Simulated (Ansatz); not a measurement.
**AlHO (singlet): one geometry, many settings at distance Al1–H3 = 1.245 Å**

Aim: run AlHO (singlet) at one geometry under a spread of methods and options, and see what each costs and gives.

Method: the settings change from run to run; program: Ansatz 0.2.0, Gaussian basis.

24 further runs of the same task are left out: 6 for a known fault of the program, 2 for a mislabelled method, 9 that didn't finish, 7 set aside as unsound or not needed.

## (1) What is computed

The geometry derives from a PBE0/def2-TZVP stationary point (not a proven minimum). One bond is set to the value named and the two fragments are kept rigid.

3 atoms, charge 0, spin multiplicity 1.

Atoms are counted from 1 here; the program's logs count them from 0.

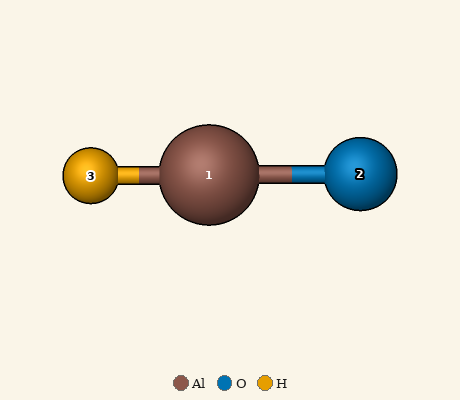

The geometry (aluminium brown, oxygen blue, hydrogen amber); atoms are numbered from 1 in the order of the file.

## (2) MRCISD+Q(8,5)/6-31G

Contents of in.yaml:

```yaml
crystal:
  periodic: [false, false, false]
  atoms:
    - {symbol: Al, position_ang: [0.000000, 0.000000, 0.116249]}
    - {symbol: O, position_ang: [0.000000, 0.000000, -1.477499]}
    - {symbol: H, position_ang: [0.000000, 0.000000, 1.361249]}
basis:
  gaussian: {orbitals: 6-31G, fitting: {mean_field: def2-universal-jkfit}}
correlation: {method: fic_mrcisd_q, electrons: valence, active_space: {window: {electrons: 8, orbitals: 5}}}
```

On the command line:

```
ansatz run in.yaml --threads 1 --pin off --events-out ev --progress --plain --max-ram 2393MiB
```

The program printed:

```text
Functional definition: HF
  name "HF"
  cite "Fock, Z. Phys. 61, 126 (1930) doi:10.1007/BF01340294"
  parent pbe
  exchange = exact_x
  correlation = 0
223 factors; integrals over basis functions are off by at most 2.8e-2 eV
mean field evaluation 1: about -8624.8499 eV, gradient 5.2e1 eV
mean field evaluation 2: about -8616.6367 eV, gradient 8.3e1 eV
mean field evaluation 4: about -8631.4737 eV, gradient 4.9e-1 eV
mean field evaluation 8: about -8631.4754 eV, gradient 1.2e-6 eV
mean field -8631.47538632 eV, -317.2008698230 hartree, gradient 1.2e-6 eV, S^2 0.000000; 0 other end points of the search recorded, 0 dependent functions left out
reference -8631.47538632 eV, -317.2008698230 hartree; 11, 11 occupied and 13, 13 virtual orbitals, 223 factors
state -8632.13153886 eV, -317.2249829841 hartree
contracted CI cycle   1: correlation 0.00000000 eV, 0.0000000000 hartree, residual 1.81e1 eV
contracted CI cycle   2: correlation -3.77076521 eV, -0.1385730656 hartree, residual 4.96e0 eV
contracted CI cycle   3: correlation -4.17347307 eV, -0.1533723064 hartree, residual 1.62e0 eV
contracted CI cycle   4: correlation -4.21929793 eV, -0.1550563389 hartree, residual 5.06e-1 eV
contracted CI cycle   5: correlation -4.22389555 eV, -0.1552252983 hartree, residual 1.89e-1 eV
contracted CI cycle   6: correlation -4.22451202 eV, -0.1552479532 hartree, residual 7.57e-2 eV
contracted CI cycle   7: correlation -4.22460046 eV, -0.1552512033 hartree, residual 3.13e-2 eV
contracted CI cycle   8: correlation -4.22461572 eV, -0.1552517641 hartree, residual 1.07e-2 eV
contracted CI cycle   9: correlation -4.22461765 eV, -0.1552518350 hartree, residual 3.80e-3 eV
contracted CI cycle  10: correlation -4.22461791 eV, -0.1552518447 hartree, residual 1.53e-3 eV
state -8632.13153886 eV, -317.2249829841 hartree; corrected -8636.73365864 eV, -317.3941077668 hartree
Total energy: -8636.73365864 eV, -317.3941077668 hartree
```

It took 0.85 s on 1 thread of Arm Neoverse V1, shared host.

From the report: 17 determinants; active occupations 2.00, 2.00, 2.00, 1.94, 0.07.

## (3) MP2 on UHF/6-31G

Contents of in.yaml:

```yaml
crystal:
  periodic: [false, false, false]
  atoms:
    - {symbol: Al, position_ang: [0.000000, 0.000000, 0.116249]}
    - {symbol: O, position_ang: [0.000000, 0.000000, -1.477499]}
    - {symbol: H, position_ang: [0.000000, 0.000000, 1.361249]}
basis:
  gaussian: {orbitals: 6-31G}
magnetization: {spin_polarized: true, initial_magnetization: 0}
correlation: {method: mp2, electrons: all}
```

The command is unchanged.

The program printed:

```text
Functional definition: HF
  name "HF"
  cite "Fock, Z. Phys. 61, 126 (1930) doi:10.1007/BF01340294"
  parent pbe
  exchange = exact_x
  correlation = 0
248 factors; integrals over basis functions are off by at most 1.2e-4 eV
mean field evaluation 1: about -8624.8464 eV, gradient 3.7e1 eV
mean field evaluation 2: about -8624.8509 eV, gradient 3.7e1 eV
mean field evaluation 4: about -8631.4240 eV, gradient 2.5e0 eV
mean field evaluation 8: about -8631.4763 eV, gradient 2.3e-4 eV
mean field evaluation 16: about -8628.4396 eV, gradient 3.1e-1 eV
mean field evaluation 32: about -8628.9837 eV, gradient 1.7e0 eV
mean field evaluation 64: about -8631.4707 eV, gradient 4.6e-1 eV
mean field -8631.47634042 eV, -317.2009048856 hartree, gradient 1.8e-6 eV, S^2 0.000000; 10 other end points of the search recorded, 0 dependent functions left out
reference -8631.47634042 eV, -317.2009048856 hartree; 11, 11 occupied and 13, 13 virtual orbitals, 248 factors
second order -5.40274862 eV of doubles, -0.00000000 eV of singles
Total energy: -8636.87908904 eV, -317.3994522354 hartree
```

Wall time 0.4 s (1 thread of Arm Neoverse V1, shared host).

From the report: ⟨S²⟩ of the determinant 0.000 (pure singlet: 0.00).

## (4) NEVPT2(12,8)/def2-SVP

Changes to in.yaml since step 3:

```diff
@@ -7,4 +7,4 @@
 basis:
-  gaussian: {orbitals: 6-31G}
-magnetization: {spin_polarized: true, initial_magnetization: 0}
-correlation: {method: mp2, electrons: all}
+  gaussian: {orbitals: def2-SVP}
+correlation: {method: sc_nevpt2, electrons: all, active_space: {window: {electrons: 12, orbitals: 8}}}
+output: {forces: true}
```

Launched as before.

The program printed, cut to the lines that bear on the results:

```text
Functional definition: HF
  name "HF"
  cite "Fock, Z. Phys. 61, 126 (1930) doi:10.1007/BF01340294"
  parent pbe
[...]
339 factors; integrals over basis functions are off by at most 6.0e-4 eV
[...]
mean field -8629.60647541 eV, -317.1321886141 hartree, gradient 1.8e-6 eV, S^2 0.000000; 0 other end points of the search recorded, 0 dependent functions left out
reference -8629.60647541 eV, -317.1321886141 hartree; 11, 11 occupied and 26, 26 virtual orbitals, 339 factors
state -8631.45096425 eV, -317.1999723285 hartree
state -8631.45096425 eV, -317.1999723285 hartree; corrected -8635.47611602 eV, -317.3478939278 hartree
WARN: 2 active orbitals are nearly empty or full. The corrections depend on them more than the energy does, and are more stable in an active space without them
[...]
WARN: the results are in doubt because the forces break the atoms' symmetry
Total energy: -8635.47611602 eV, -317.3478939278 hartree
Atom 0 at     0.000000     0.000000     0.116249 Å, force    -0.428374     0.023540    -9.542672 eV/Å
Atom 1 at     0.000000     0.000000    -1.477499 Å, force     0.187873    -0.010324     0.864169 eV/Å
Atom 2 at     0.000000     0.000000     1.361249 Å, force     0.240501    -0.013216     8.678503 eV/Å
Dipole moment:     0.127494    -0.007006     0.875642 e Å
In doubt: the forces break the atoms' symmetry
```

It took 4.6 s on 1 thread of Arm Neoverse V1, shared host.

From the report: 784 determinants; active occupations 2.00, 2.00, 2.00, 2.00, 1.96, 1.96, 0.05, 0.04. The program marks this result as in doubt; its last lines say why.

## (5) CASCI(4,4)/6-31G

Contents of in.yaml:

```yaml
crystal:
  periodic: [false, false, false]
  atoms:
    - {symbol: Al, position_ang: [0.000000, 0.000000, 0.116249]}
    - {symbol: O, position_ang: [0.000000, 0.000000, -1.477499]}
    - {symbol: H, position_ang: [0.000000, 0.000000, 1.361249]}
basis:
  gaussian: {orbitals: 6-31G}
correlation: {active_space: {window: {electrons: 4, orbitals: 4}, fixed_orbitals: true, states: [{multiplicity: 1, weights: [1, 1]}]}}
scf: {lower_state_search: off}
output: {forces: true}
```

Same command.

The program printed, cut to the lines that bear on the results:

```text
Functional definition: HF
  name "HF"
  cite "Fock, Z. Phys. 61, 126 (1930) doi:10.1007/BF01340294"
  parent pbe
[...]
441 factors; integrals over basis functions are off by at most 2.6e-7 eV
[...]
mean field -8631.47653295 eV, -317.2009119609 hartree, gradient 2.4e-6 eV, S^2 0.000000; 0 other end points of the search recorded, 0 dependent functions left out
reference -8631.47653295 eV, -317.2009119609 hartree; 11, 11 occupied and 13, 13 virtual orbitals, 441 factors
state -8632.09664218 eV, -317.2237005549 hartree
state -8627.18082826 eV, -317.0430477255 hartree
[...]
Total energy: -8629.63873522 eV, -317.1333741402 hartree
Atom 0 at     0.000000     0.000000     0.116249 Å, force    -0.000000     0.000000    -3.599427 eV/Å
Atom 1 at     0.000000     0.000000    -1.477499 Å, force     0.000000     0.000000    -5.614238 eV/Å
Atom 2 at     0.000000     0.000000     1.361249 Å, force     0.000000    -0.000000     9.213665 eV/Å
Dipole moment:     0.000000    -0.000000     0.654511 e Å
Checks for a lower state left out: starts, cluster_reference, orbital_swaps, neighbouring_geometries, increment
```

It took 0.36 s on 1 thread of Arm Neoverse V1, shared host.

From the report: 20 determinants; active occupations (of the averaged states) 1.71, 1.71, 0.29, 0.29.

## (6) NEVPT4(SD)(6,7)/6-31G

Contents of in.yaml:

```yaml
crystal:
  periodic: [false, false, false]
  atoms:
    - {symbol: Al, position_ang: [0.000000, 0.000000, 0.116249]}
    - {symbol: O, position_ang: [0.000000, 0.000000, -1.477499]}
    - {symbol: H, position_ang: [0.000000, 0.000000, 1.361249]}
basis:
  gaussian: {orbitals: 6-31G}
correlation: {method: fic_nevpt4_sd, electrons: all, active_space: {window: {electrons: 6, orbitals: 7}, states: [{multiplicity: 1, weights: [1, 0.5]}, {multiplicity: 3, weights: [1]}]}}
```

The command is unchanged.

The program printed, cut to the lines that bear on the results:

```text
Functional definition: HF
  name "HF"
  cite "Fock, Z. Phys. 61, 126 (1930) doi:10.1007/BF01340294"
  parent pbe
[...]
441 factors; integrals over basis functions are off by at most 2.6e-7 eV
[...]
mean field -8631.47653295 eV, -317.2009119609 hartree, gradient 2.4e-6 eV, S^2 0.000000; 0 other end points of the search recorded, 0 dependent functions left out
reference -8631.47653295 eV, -317.2009119609 hartree; 11, 11 occupied and 13, 13 virtual orbitals, 441 factors
state -8634.75638018 eV, -317.3214441234 hartree
state -8630.13458181 eV, -317.1515961662 hartree
state -8634.75638018 eV, -317.3214441234 hartree; corrected -8636.78342325 eV, -317.3959365825 hartree
state -8630.13458181 eV, -317.1515961662 hartree; corrected -8631.96379785 eV, -317.2188186159 hartree
state -8630.67889683 eV, -317.1715993742 hartree
state -8630.67889683 eV, -317.1715993742 hartree; corrected -8632.53078923 eV, -317.2396551647 hartree
Total energy: -8634.11844456 eV, -317.2980004221 hartree
```

Run time: 13 s. Hardware: 1 thread of Arm Neoverse V1, shared host.

From the report: 625 determinants; active occupations (of the averaged states) 1.97, 1.77, 1.56, 0.63, 0.03, 0.03, 0.01.

## (7) The runs in one table

 † marks a result that the program doubts.

```
                                         level  correlated  functions  energy (eV)    time
                           MRCISD+Q(8,5)/6-31G     valence         24   -8636.7337  0.85 s
                              MP2 on UHF/6-31G         all         24   -8636.8791   0.4 s
                       NEVPT2(12,8)/def2-SVP †         all         37   -8635.4761   4.6 s
     CASCI(4,4)/6-31G (mean of several states)                     24   -8629.6387  0.36 s
NEVPT4(SD)(6,7)/6-31G (mean of several states)         all         24   -8634.1184    13 s
```

## (8) Outcome

| quantity | value |
| --- | --- |
| runs | 5 |
| quickest | CASCI(4,4)/6-31G (mean of several states), 0.36 s |
| slowest | NEVPT4(SD)(6,7)/6-31G (mean of several states), 13 s |

**Reading.** Total energies in different bases, with other cores or another treatment of relativity can't be set against each other. NEVPT4(SD)(6,7)/6-31G (mean of several states) took 35 times as long as CASCI(4,4)/6-31G (mean of several states); the jobs differ in more than the method.
